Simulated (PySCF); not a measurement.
Run report: Si4NH9, geometry relaxation

Si4NH9, SMILES N1[SiH2][SiH2][SiH2][SiH2]1, computed with PBE0-D3(BJ)/def2-SVP geometry optimisation, gas phase (PySCF 2.14.0).

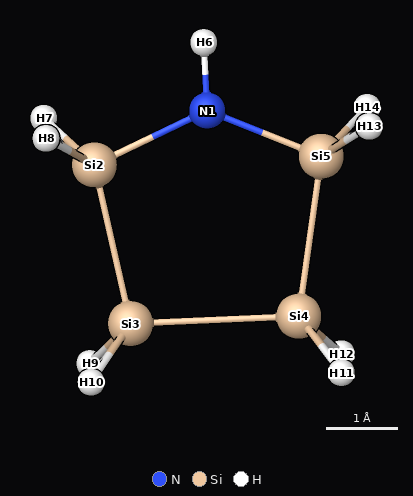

The starting structure (ball-and-stick view, seen on its broad side; atoms are numbered from 1 in the order of the input).

## Results in brief

- outcome: converged
- total energy: −1217.230167 hartree
- dipole moment: 0.74 D
- point group: C2v
- hardware: 1 CPU thread, shared host
- wall time: 38 s
- peak memory: 0.52 GiB

## The input
```
{"job": {"xc": "PBE0", "basis": "def2-SVP", "d3": "d3bj", "grid": 1, "shake": 0.01, "kind": "geom"}, "charge": 0, "multiplicity": 1}
N      0.483980    -1.465960     0.197040
Si    -1.277200    -1.290170     0.117110
Si    -1.562750     0.988730    -0.187780
Si     0.709510     1.704230    -0.203800
Si     1.780350    -0.311410     0.090270
H      0.766580    -2.387140     0.319130
H     -1.799410    -1.872270     1.358610
H     -1.718830    -2.156770    -0.974250
H     -2.369960     1.604210     0.896790
H     -2.298900     1.305130    -1.393370
H      1.074640     2.385020    -1.428350
H      1.020770     2.683060     0.851090
H      2.634890    -0.751840    -0.996460
H      2.549170    -0.449900     1.346210
```

The first line tells a small driver script what to run in PySCF; the rest is the geometry in Å.

Run as:
```bash
OMP_NUM_THREADS=1 python <driver script> task.json out
```

## What the program printed
```
step   0  E = -1217.21760062  max force = 0.046372
step   1  E = -1217.22947468  max force = 0.013487
step   2  E = -1217.23012764  max force = 0.003052
step   3  E = -1217.23016241  max force = 0.000370
step   4  E = -1217.23016720  max force = 0.000303
optimisation converged
```

## Trajectory as extended XYZ (Å, eV, eV/Å), 5 frames, from step=0 to step=4
```
14
Properties=species:S:1:pos:R:3:forces:R:3 step=0 energy=-33122.17800
N     0.4840   -1.4660    0.1970   -1.4942   2.3846  -0.3722
Si   -1.2772   -1.2902    0.1171    1.5228  -0.2670   0.1507
Si   -1.5628    0.9887   -0.1878    0.3864   0.2210   0.6224
Si    0.7095    1.7042   -0.2038   -0.6334  -0.0119   0.3568
Si    1.7804   -0.3114    0.0903   -0.5052  -0.8278   0.5732
H     0.7666   -2.3871    0.3191    0.7653  -2.3143   0.3158
H    -1.7994   -1.8723    1.3586   -0.5445  -0.0366   0.4890
H    -1.7188   -2.1568   -0.9742   -0.5486  -0.2387  -0.5775
H    -2.3700    1.6042    0.8968    0.0342   0.0654   0.2957
H    -2.2989    1.3051   -1.3934   -0.3149   0.1540  -0.9345
H     1.0746    2.3850   -1.4284    0.1708   0.2943  -0.9401
H     1.0208    2.6831    0.8511   -0.0059   0.1872   0.4829
H     2.6349   -0.7518   -0.9965    0.7484   0.0682  -0.7395
H     2.5492   -0.4499    1.3462    0.4188   0.3217   0.2774
14
Properties=species:S:1:pos:R:3:forces:R:3 step=1 energy=-33122.50111
N     0.3108   -1.7563    0.4167    0.2190  -0.6935   0.1162
Si   -1.4247   -1.5588    0.3366   -0.2969   0.0868  -0.0279
Si   -1.7427    0.7568    0.0517    0.0495   0.0808  -0.1227
Si    0.5045    1.4733   -0.0146   -0.0729   0.0439  -0.0532
Si    1.6072   -0.5897    0.2882    0.2208   0.2379  -0.1215
H     0.6173   -2.7330    0.5486   -0.1315   0.5202  -0.0673
H    -2.1302   -2.0386    1.5757    0.1522  -0.0087  -0.0296
H    -2.0484   -2.3282   -0.7971    0.1405   0.0226   0.0495
H    -2.4824    1.3680    1.2006   -0.0034  -0.0193  -0.0204
H    -2.4639    1.0740   -1.2280    0.0351  -0.0374   0.1114
H     0.8511    2.1266   -1.3229   -0.0145  -0.0648   0.1099
H     0.8004    2.4262    1.1030    0.0241  -0.0223  -0.0366
H     2.5467   -0.8851   -0.8565   -0.1861  -0.0397   0.1020
H     2.4887   -0.5308    1.5059   -0.1359  -0.1064  -0.0097
14
Properties=species:S:1:pos:R:3:forces:R:3 step=2 energy=-33122.51888
N     0.3123   -1.7561    0.4166    0.0292  -0.1569   0.0278
Si   -1.4226   -1.5517    0.3364   -0.0779   0.0084  -0.0024
Si   -1.7423    0.7639    0.0474    0.0302   0.0126  -0.0280
Si    0.4986    1.4804   -0.0150   -0.0271   0.0021   0.0110
Si    1.6000   -0.5813    0.2856    0.0745   0.0649  -0.0258
H     0.6206   -2.7215    0.5468   -0.0230   0.1190  -0.0116
H    -2.0951   -2.0455    1.5821    0.0201  -0.0035   0.0101
H    -2.0179   -2.3335   -0.7962    0.0117   0.0031  -0.0086
H    -2.4854    1.3715    1.1943   -0.0099  -0.0076   0.0008
H    -2.4651    1.0738   -1.2256   -0.0060  -0.0114   0.0132
H     0.8489    2.1271   -1.3179    0.0063  -0.0129   0.0052
H     0.8021    2.4315    1.0991    0.0157  -0.0002  -0.0059
H     2.5183   -0.8976   -0.8576   -0.0254   0.0016  -0.0055
H     2.4620   -0.5565    1.5119   -0.0182  -0.0190   0.0197
14
Properties=species:S:1:pos:R:3:forces:R:3 step=3 energy=-33122.51983
N     0.3131   -1.7541    0.4168   -0.0186   0.0030  -0.0020
Si   -1.4237   -1.5519    0.3372    0.0001  -0.0072   0.0011
Si   -1.7429    0.7633    0.0460    0.0190   0.0048  -0.0034
Si    0.4970    1.4824   -0.0141   -0.0174   0.0013   0.0148
Si    1.6008   -0.5770    0.2851    0.0146   0.0053   0.0036
H     0.6235   -2.7155    0.5467    0.0094  -0.0087   0.0064
H    -2.0883   -2.0486    1.5858    0.0013   0.0003   0.0021
H    -2.0142   -2.3352   -0.7966   -0.0037   0.0031  -0.0034
H    -2.4895    1.3682    1.1922   -0.0055  -0.0032   0.0000
H    -2.4682    1.0685   -1.2257   -0.0059  -0.0025  -0.0020
H     0.8501    2.1254   -1.3172    0.0040  -0.0034  -0.0069
H     0.8051    2.4341    1.0982    0.0054   0.0028  -0.0034
H     2.5133   -0.8938   -0.8613   -0.0004   0.0070  -0.0088
H     2.4583   -0.5613    1.5149   -0.0022  -0.0027   0.0020
14
Properties=species:S:1:pos:R:3:forces:R:3 step=4 energy=-33122.51996
N     0.3142   -1.7537    0.4172   -0.0115   0.0156  -0.0058
Si   -1.4228   -1.5530    0.3379    0.0099  -0.0061  -0.0004
Si   -1.7432    0.7620    0.0458    0.0066   0.0023   0.0005
Si    0.4954    1.4834   -0.0131   -0.0072   0.0037   0.0086
Si    1.6011   -0.5749    0.2852   -0.0006  -0.0059   0.0045
H     0.6264   -2.7144    0.5478    0.0072  -0.0128   0.0069
H    -2.0861   -2.0501    1.5870   -0.0008   0.0000   0.0003
H    -2.0135   -2.3357   -0.7965   -0.0031   0.0017  -0.0004
H    -2.4923    1.3654    1.1913   -0.0032  -0.0018  -0.0005
H    -2.4697    1.0647   -1.2260   -0.0020  -0.0007  -0.0013
H     0.8493    2.1240   -1.3174    0.0012  -0.0029  -0.0038
H     0.8051    2.4365    1.0975    0.0013   0.0025  -0.0030
H     2.5120   -0.8886   -0.8636    0.0010   0.0054  -0.0037
H     2.4586   -0.5611    1.5150    0.0014  -0.0009  -0.0016
```

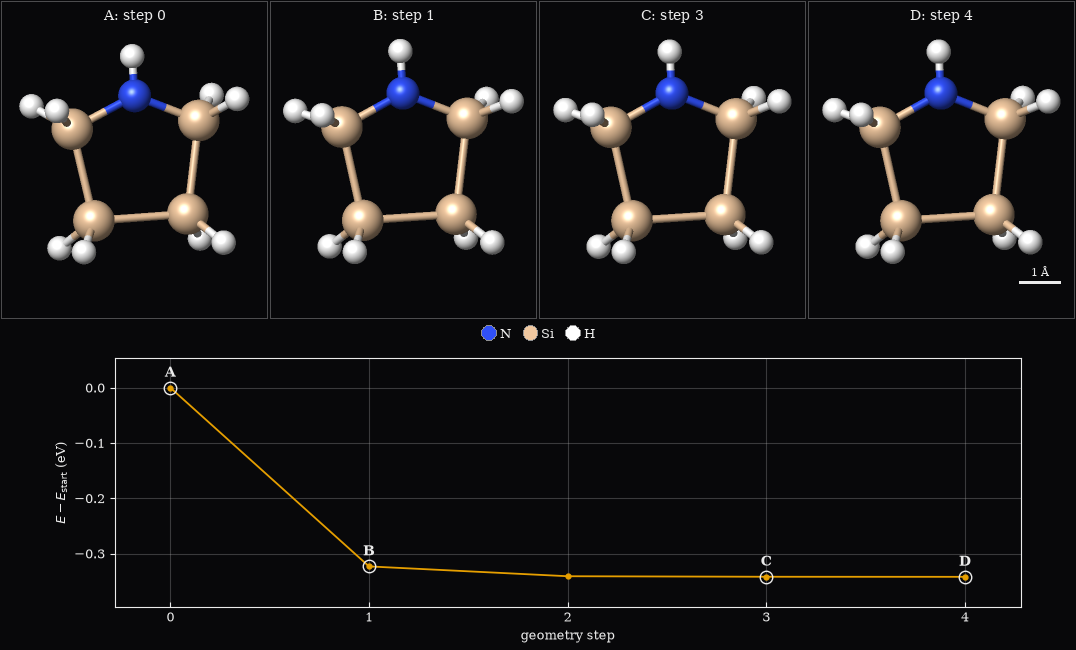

Frames of the relaxation (ball-and-stick view, seen at a tilt) above the curves, on which the letters mark them (steps are counted from 0).

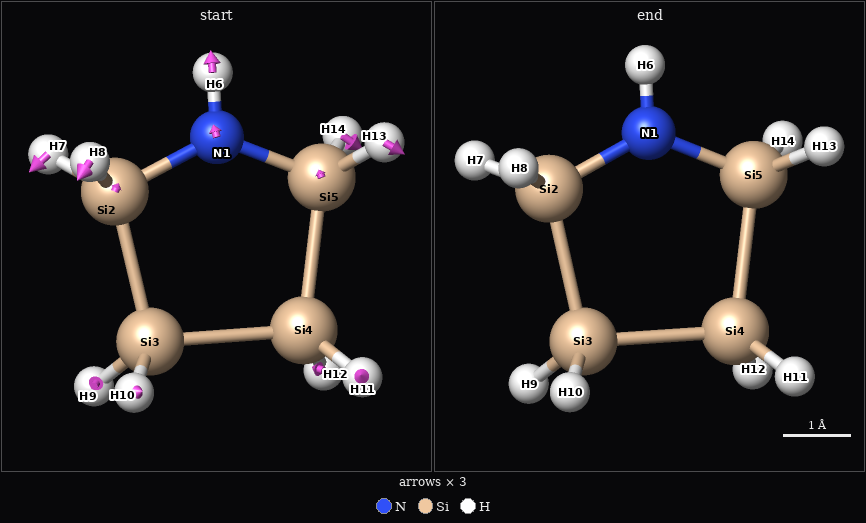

Before (left) and after (right) the relaxation, at one scale (ball-and-stick view, seen at a tilt). The pink arrows give the displacements, magnified 3 times. Over 4 geometry steps the energy falls by 0.342 eV. Largest force component: 2.4 eV/Å at the start, 0.016 eV/Å at the end. The largest moves after the best rigid fit, 0.13 Å, are those of H7 and H14. By element the largest moves are H 0.13 Å, N 0.07 Å, Si 0.05 Å. Among the contacts that change: Si4–Si5 2.301 → 2.355 Å, Si3–H10 1.448 → 1.496 Å, N1–H6 0.971 → 1.019 Å, Si2–Si3 2.317 → 2.355 Å. Among the angles that change: Si3–Si2–H7 117.2° → 111.7°, Si3–Si2–H8 116.6° → 111.4°, H9–Si3–H10 104.0° → 109.0°. (Atoms are counted from 1 in the order of the input.)
